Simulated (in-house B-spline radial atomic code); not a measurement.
# Ba⁹⁺: ionisation energy by several methods

Aim: the ionisation energy of Ba⁹⁺ by several methods, each as the difference of two self-consistent energies (Ba⁹⁺ and the next ion, [Kr] 4d10).

Method: scalar-relativistic (X2C), several functionals, spin-polarised, exact exchange averaged over the configuration; spherical all-electron atom at the radial basis limit. Code: in-house B-spline radial atomic code version 1.

## 1. Starting point

| Item | Value |
| --- | --- |
| element | barium (Z = 56) |
| charge | +9 |
| electrons | 47 |
| configuration | [Kr] 4d10 5s1 |
| nucleus | Fermi, rms radius 4.838 fm |

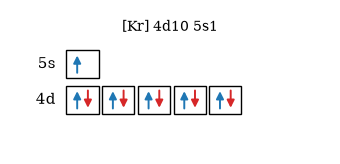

Occupation of the outer shells (arrows by Hund's rule).

Where spins are not typed, each open shell is filled with up spins first.

## 2. PBE0, a global hybrid

The run's settings:

```ini
Z = 56
electrons = 47.0
configuration = [Kr] 4d10 5s1
hamiltonian = x2c
method = pbe0
spin_polarised = True
nucleus = fermi
rms_radius = 4.8378
mass_number = 138
atomic_mass = 137.905247059
speed_of_light = 137.035999084
exact_exchange = averaged over the configuration
```

Command:

```console
> python run_scf.py task.json out
```

The settings of every run stand in task.json; they run in order.

Main fields of the result record, rounded:

```text
{
  "status": "converged",
  "scf [iteration, energy, orbital gradient]": [
    [1, -8082.72906816, 1.57],
    [2, -8106.22254112, 0.729],
    [3, -8113.69184915, 0.2],
    [4, -8114.2608126, 0.0536],
    [5, -8114.29147631, 0.0244],
    [6, -8114.30171857, 0.00201],
    [7, -8114.30174416, 4.66e-05],
    [8, -8114.30174418, 4.79e-06],
    [9, -8114.30174418, 2.55e-07]
  ],
  "energy [hartree]": {"total": -8114.30174418, "kinetic": 8664.78024653, "nuclear": -19520.7500304, "coulomb": 2937.50838631, "exact_exchange": -48.3537404527, "xc": -147.486606136},
  "orbitals [hartree, bohr; first row names the columns]": [
    ["name", "occ", "eps", "<r>", "<r^2>", "<1/r>", "r_max"],
    ["1s up", 1.0, -1375.0846, 0.024938, 0.00085411, 64.116, 0.015662],
    ["1s down", 1.0, -1375.0779, 0.024938, 0.00085412, 64.116, 0.015662],
    ["2s up", 1.0, -222.25002, 0.10914, 0.014115, 14.659, 0.092739],
    ["2s down", 1.0, -222.2449, 0.10914, 0.014116, 14.658, 0.09274],
    ["2p up", 3.0, -199.91629, 0.095851, 0.011231, 13.359, 0.074267],
    ["2p down", 3.0, -199.91322, 0.095851, 0.011231, 13.359, 0.074267],
    ["3s up", 1.0, -50.972707, 0.29119, 0.097022, 5.2108, 0.26625],
    ["3s down", 1.0, -50.964763, 0.29121, 0.097033, 5.2102, 0.26627],
    ["3p up", 3.0, -43.743556, 0.28915, 0.097017, 4.8246, 0.26038],
    ["3p down", 3.0, -43.738628, 0.28914, 0.097011, 4.8247, 0.26039],
    ["3d up", 5.0, -33.157438, 0.26617, 0.083596, 4.5412, 0.21503],
    ["3d down", 5.0, -33.15381, 0.26616, 0.083587, 4.5414, 0.21503],
    ["4s up", 1.0, -13.78197, 0.67081, 0.50722, 2.127, 0.62408],
    ["4s down", 1.0, -13.764196, 0.671, 0.50739, 2.1255, 0.62446],
    ["4p up", 3.0, -11.403705, 0.71002, 0.57218, 1.9381, 0.65192],
    ["4p down", 3.0, -11.390883, 0.70917, 0.57056, 1.9399, 0.65195],
    ["4d up", 5.0, -7.8938679, 0.78261, 0.70642, 1.684, 0.69111],
    ["4d down", 5.0, -7.8780022, 0.78046, 0.70217, 1.688, 0.69074],
    ["5s up", 1.0, -5.2092133, 1.4426, 2.3138, 0.9359, 1.3723]
  ],
  "sum_r [bohr^k]": {"-1": 356.1662, "1": 20.67948, "2": 15.50896},
  "radius_at_0.001 [bohr]": 2.484,
  "radius_enclosing_fraction [bohr]": {"0.5": 0.3146, "0.9": 0.9438, "0.99": 1.606},
  "slater [hartree]": {
    "F0(4d up,4d up)": 1.1497,
    "F2(4d up,4d up)": 0.58861,
    "F4(4d up,4d up)": 0.39433,
    "F0(4d up,4d down)": 1.1512,
    "F2(4d up,4d down)": 0.58962,
    "F4(4d up,4d down)": 0.3951,
    "F0(4d up,5s up)": 0.74569,
    "G2(4d up,5s up)": 0.093227,
    "F0(4d down,4d down)": 1.1527,
    "F2(4d down,4d down)": 0.59063,
    "F4(4d down,4d down)": 0.39589,
    "F0(4d down,5s up)": 0.74606,
    "F0(5s up,5s up)": 0.62174
  },
  "ionisation_energy [hartree]": 5.4097036
}
```

It took 0.67 s on 1 thread, shared host.

The run also solves the next ion with the same method; the record keeps the difference, ionisation_energy. radius_at_0.001 is where the density falls to 0.001 electrons per bohr³.

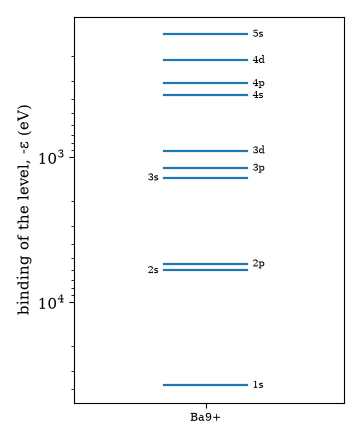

Orbital energies of this run on a logarithmic scale (up spins).

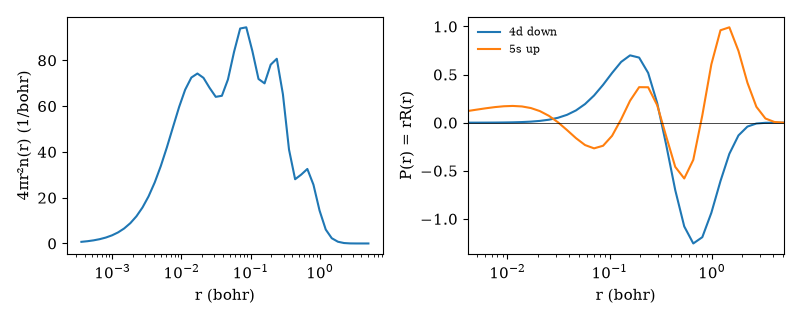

Radial density (left) and the radial functions of 4d down, 5s up (right).

On the record's full grid the radial density has clear maxima near r = 0.017, 0.086, 0.24, 0.66 bohr.

## 3. CAM-B3LYP, a range-separated hybrid

Settings: those of step 2 with these lines changed.

```diff
@@ -4,3 +4,3 @@
 hamiltonian = x2c
-method = pbe0
+method = camb3lyp
 spin_polarised = True
```

From the record:

```text
{
  "status": "converged",
  "iterations": 9,
  "energy [hartree]": {"total": -8115.05474808, "kinetic": 8665.79684096, "nuclear": -19521.7113258, "coulomb": 2937.44617183, "exact_exchange": -40.725836016, "xc": -155.860599067},
  "orbitals [hartree, bohr; first row names the columns]": [
    ["name", "occ", "eps", "<r>"],
    ["1s up", 1.0, -1374.3623, 0.024938],
    ["1s down", 1.0, -1374.356, 0.024938],
    ["2s up", 1.0, -221.97576, 0.10915],
    ["2s down", 1.0, -221.97115, 0.10915],
    ["2p up", 3.0, -199.71083, 0.09584],
    ["2p down", 3.0, -199.70779, 0.09584],
    ["3s up", 1.0, -50.871914, 0.29134],
    ["3s down", 1.0, -50.864908, 0.29136],
    ["3p up", 3.0, -43.676618, 0.28926],
    ["3p down", 3.0, -43.67189, 0.28926],
    ["3d up", 5.0, -33.131852, 0.26624],
    ["3d down", 5.0, -33.128161, 0.26623],
    ["4s up", 1.0, -13.778967, 0.67066],
    ["4s down", 1.0, -13.763721, 0.67085],
    ["4p up", 3.0, -11.417142, 0.71002],
    ["4p down", 3.0, -11.405506, 0.70927],
    ["4d up", 5.0, -7.9333142, 0.78288],
    ["4d down", 5.0, -7.9193172, 0.78113],
    ["5s up", 1.0, -5.2829574, 1.4427]
  ],
  "sum_r [bohr^k]": {"-1": 356.1843, "1": 20.68597, "2": 15.5257},
  "ionisation_energy [hartree]": 5.43310233
}
```

It took 1.4 s on 1 thread, shared host.

## 4. BHandHLYP, a global hybrid

Settings: those of step 3 with these lines changed.

```diff
@@ -4,3 +4,3 @@
 hamiltonian = x2c
-method = camb3lyp
+method = bhandhlyp
 spin_polarised = True
```

From the record:

```text
{
  "status": "converged",
  "iterations": 9,
  "energy [hartree]": {"total": -8114.67773608, "kinetic": 8665.11933395, "nuclear": -19520.9612027, "coulomb": 2937.38870693, "exact_exchange": -96.7155093059, "xc": -99.5090649573},
  "orbitals [hartree, bohr; first row names the columns]": [
    ["name", "occ", "eps", "<r>"],
    ["1s up", 1.0, -1379.2819, 0.024936],
    ["1s down", 1.0, -1379.2732, 0.024936],
    ["2s up", 1.0, -223.88757, 0.1091],
    ["2s down", 1.0, -223.87967, 0.1091],
    ["2p up", 3.0, -201.3249, 0.095856],
    ["2p down", 3.0, -201.32111, 0.095856],
    ["3s up", 1.0, -51.725674, 0.29089],
    ["3s down", 1.0, -51.713376, 0.29093],
    ["3p up", 3.0, -44.378927, 0.28891],
    ["3p down", 3.0, -44.372663, 0.28891],
    ["3d up", 5.0, -33.62787, 0.26595],
    ["3d down", 5.0, -33.623841, 0.26594],
    ["4s up", 1.0, -14.099423, 0.6706],
    ["4s down", 1.0, -14.073572, 0.67141],
    ["4p up", 3.0, -11.654656, 0.71018],
    ["4p down", 3.0, -11.640778, 0.70943],
    ["4d up", 5.0, -8.0292288, 0.78285],
    ["4d down", 5.0, -8.0154287, 0.78119],
    ["5s up", 1.0, -5.2660888, 1.4483]
  ],
  "sum_r [bohr^k]": {"-1": 356.1683, "1": 20.68728, "2": 15.53028},
  "ionisation_energy [hartree]": 5.40544877
}
```

Run time: 0.47 s. Hardware: 1 thread, shared host.

## 5. TPSSh, a global hybrid

Settings: those of step 4 with these lines changed.

```diff
@@ -4,3 +4,3 @@
 hamiltonian = x2c
-method = bhandhlyp
+method = tpssh
 spin_polarised = True
```

From the record:

```text
{
  "status": "converged",
  "iterations": 8,
  "energy [hartree]": {"total": -8114.34871736, "kinetic": 8664.75842972, "nuclear": -19520.2789815, "coulomb": 2937.0481324, "exact_exchange": -19.3404252215, "xc": -176.535872762},
  "orbitals [hartree, bohr; first row names the columns]": [
    ["name", "occ", "eps", "<r>"],
    ["1s up", 1.0, -1373.7362, 0.024932],
    ["1s down", 1.0, -1373.7307, 0.024932],
    ["2s up", 1.0, -221.4522, 0.10912],
    ["2s down", 1.0, -221.44862, 0.10912],
    ["2p up", 3.0, -199.16621, 0.095833],
    ["2p down", 3.0, -199.16344, 0.095833],
    ["3s up", 1.0, -50.619571, 0.29115],
    ["3s down", 1.0, -50.614762, 0.29116],
    ["3p up", 3.0, -43.416484, 0.28918],
    ["3p down", 3.0, -43.412679, 0.28917],
    ["3d up", 5.0, -32.876888, 0.26637],
    ["3d down", 5.0, -32.873468, 0.26636],
    ["4s up", 1.0, -13.625293, 0.67128],
    ["4s down", 1.0, -13.612588, 0.67114],
    ["4p up", 3.0, -11.272805, 0.71019],
    ["4p down", 3.0, -11.260998, 0.70932],
    ["4d up", 5.0, -7.8093833, 0.78286],
    ["4d down", 5.0, -7.7927134, 0.7805],
    ["5s up", 1.0, -5.163423, 1.4408]
  ],
  "sum_r [bohr^k]": {"-1": 356.1573, "1": 20.68268, "2": 15.512},
  "ionisation_energy [hartree]": 5.3975089
}
```

It took 0.63 s on 1 thread, shared host.

Meta-GGA runs start from a PBE run whose iterations are not counted.

## 6. M06-2X, a global hybrid

Settings: those of step 5 with these lines changed.

```diff
@@ -4,3 +4,3 @@
 hamiltonian = x2c
-method = tpssh
+method = m062x
 spin_polarised = True
```

From the record:

```text
{
  "status": "converged",
  "warnings": ["states collapsed into the nucleus by a negative tau potential were left out of the aufbau"],
  "iterations": 45,
  "energy [hartree]": {"total": -8115.42015462, "kinetic": 8665.8614481, "nuclear": -19522.8151299, "coulomb": 2938.52580288, "exact_exchange": -104.445145368, "xc": -92.5471303709},
  "orbitals [hartree, bohr; first row names the columns]": [
    ["name", "occ", "eps", "<r>"],
    ["1s up", 1.0, -1379.1694, 0.024948],
    ["1s down", 1.0, -1379.1607, 0.024948],
    ["2s up", 1.0, -223.58245, 0.10925],
    ["2s down", 1.0, -223.5722, 0.10926],
    ["2p up", 3.0, -201.31259, 0.095861],
    ["2p down", 3.0, -201.30848, 0.095861],
    ["3s up", 1.0, -51.499729, 0.29169],
    ["3s down", 1.0, -51.484574, 0.29172],
    ["3p up", 3.0, -44.28841, 0.28921],
    ["3p down", 3.0, -44.280618, 0.28919],
    ["3d up", 5.0, -33.643, 0.26574],
    ["3d down", 5.0, -33.638264, 0.26572],
    ["4s up", 1.0, -14.012225, 0.67103],
    ["4s down", 1.0, -13.987161, 0.67183],
    ["4p up", 3.0, -11.614466, 0.71002],
    ["4p down", 3.0, -11.601989, 0.70934],
    ["4d up", 5.0, -8.0357704, 0.78121],
    ["4d down", 5.0, -8.0247796, 0.78093],
    ["5s up", 1.0, -5.2581228, 1.4462]
  ],
  "sum_r [bohr^k]": {"-1": 356.2006, "1": 20.67725, "2": 15.51432},
  "ionisation_energy [hartree]": 5.39501258
}
```

Wall time 1.7 s (1 thread, shared host).

## 7. B3LYP, a global hybrid

Settings: those of step 6 with these lines changed.

```diff
@@ -4,3 +4,3 @@
 hamiltonian = x2c
-method = m062x
+method = b3lyp
 spin_polarised = True
```

From the record:

```text
{
  "status": "converged",
  "iterations": 9,
  "energy [hartree]": {"total": -8114.70870423, "kinetic": 8664.94045586, "nuclear": -19520.8408128, "coulomb": 2937.42743761, "exact_exchange": -38.6795108583, "xc": -157.556274063},
  "orbitals [hartree, bohr; first row names the columns]": [
    ["name", "occ", "eps", "<r>"],
    ["1s up", 1.0, -1374.3052, 0.02494],
    ["1s down", 1.0, -1374.2988, 0.02494],
    ["2s up", 1.0, -221.93798, 0.10915],
    ["2s down", 1.0, -221.93326, 0.10915],
    ["2p up", 3.0, -199.67381, 0.095844],
    ["2p down", 3.0, -199.67075, 0.095844],
    ["3s up", 1.0, -50.814192, 0.29135],
    ["3s down", 1.0, -50.807028, 0.29136],
    ["3p up", 3.0, -43.61684, 0.28926],
    ["3p down", 3.0, -43.612079, 0.28925],
    ["3d up", 5.0, -33.06742, 0.26624],
    ["3d down", 5.0, -33.063734, 0.26623],
    ["4s up", 1.0, -13.707797, 0.67069],
    ["4s down", 1.0, -13.692371, 0.67084],
    ["4p up", 3.0, -11.344097, 0.70991],
    ["4p down", 3.0, -11.332668, 0.7092],
    ["4d up", 5.0, -7.8604547, 0.78291],
    ["4d down", 5.0, -7.8463928, 0.78107],
    ["5s up", 1.0, -5.2144867, 1.4423]
  ],
  "sum_r [bohr^k]": {"-1": 356.167, "1": 20.68486, "2": 15.52216},
  "ionisation_energy [hartree]": 5.43381006
}
```

Run time: 0.46 s. Hardware: 1 thread, shared host.

## 8. Results

| method | rung | total energy (hartree) | ΔSCF (eV) | −ε highest (eV) | ΔSCF less tabulated (eV) |
| --- | --- | --- | --- | --- | --- |
| PBE0 | global hybrid | -8114.3017 | 147.21 | 141.75 (5s up) | +0.69 |
| BHandHLYP | global hybrid | -8114.6777 | 147.09 | 143.30 (5s up) | +0.57 |
| TPSSh | global hybrid | -8114.3487 | 146.87 | 140.50 (5s up) | +0.35 |
| M06-2X | global hybrid | -8115.4202 | 146.81 | 143.08 (5s up) | +0.29 |
| B3LYP | global hybrid | -8114.7087 | 147.86 | 141.89 (5s up) | +1.34 |
| CAM-B3LYP | range-separated hybrid | -8115.0547 | 147.84 | 143.76 (5s up) | +1.32 |

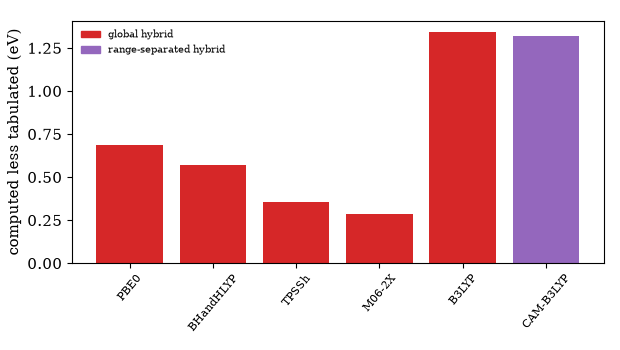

Error of each method against the tabulated value; one colour a rung.

Against the tabulated ionisation energy, 146.52 ± 0.12 eV (semi-empirical; NIST Atomic Spectra Database), the best here is M06-2X (+0.29 eV) and the worst B3LYP (+1.34 eV, or 0.92 %). Relativistic terms that these runs lack can be as large as the gaps between close methods, so the nearest may be so by luck. Spin-orbit coupling is left out.

Cost against accuracy (CPU time on one thread of a shared host; * marks runs that also wrote radial tables):

| method | CPU time | miss (eV) |
| --- | --- | --- |
| B3LYP | 0.46 s | +1.34 |
| BHandHLYP | 0.47 s | +0.57 |
| TPSSh | 0.63 s | +0.35 |
| PBE0* | 0.67 s | +0.69 |
| CAM-B3LYP* | 1.4 s | +1.32 |
| M06-2X | 1.7 s | +0.29 |
